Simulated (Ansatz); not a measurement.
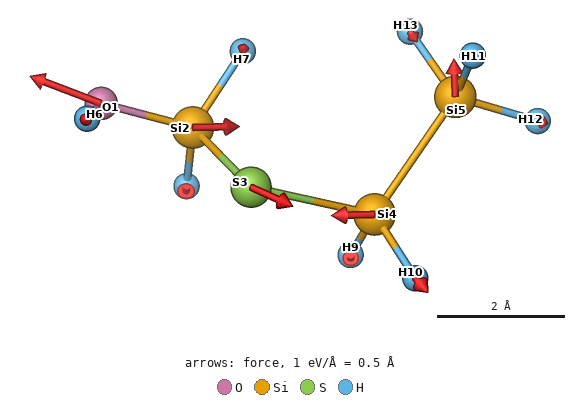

Starting geometry of Si3H8SO (coarse preliminary run) with the computed forces as red arrows. A ball-and-stick model, seen at a tilt.

The start comes from a force field.

Method: Ansatz 0.2.0, RKS PBE-D4/def2-SVP. Settings: force threshold 0.03 eV/Å; at most 200 steps.

**What follows when this structure is relaxed?**

It isn't relaxed: the largest force vector, on the O atom, is 2.45 eV/Å. The final displacements have little in common with the starting forces (cosine between the two patterns −0.19). The energy falls by 0.416 eV in 46 accepted moves (50 points after the start). Largest force component: 2.4 eV/Å at the start, 0.003 eV/Å at the end. The line search rejected the trial steps at points 9, 17, 21, 38 of the run. The atom that moves furthest after the best rigid fit is an H atom (2.50 Å). By element the largest moves are H 2.50 Å, O 1.17 Å, S 1.07 Å, Si 0.66 Å. Some distances before and after: Si–Si 2.276 → 2.351 Å, O–Si 1.603 → 1.675 Å, S–Si 2.097 → 2.169 Å, S–Si 2.227 → 2.175 Å. Bond angles that change, for instance: O–Si–S 103.1° → 113.9°, O–Si–H 112.1° → 105.4°, S–Si–H 103.8° → 109.7°. Groups turn about S–Si by about 100°, O–Si by about 60°. Cost: 83 s on 4 threads of Arm Neoverse V1 (shared host).
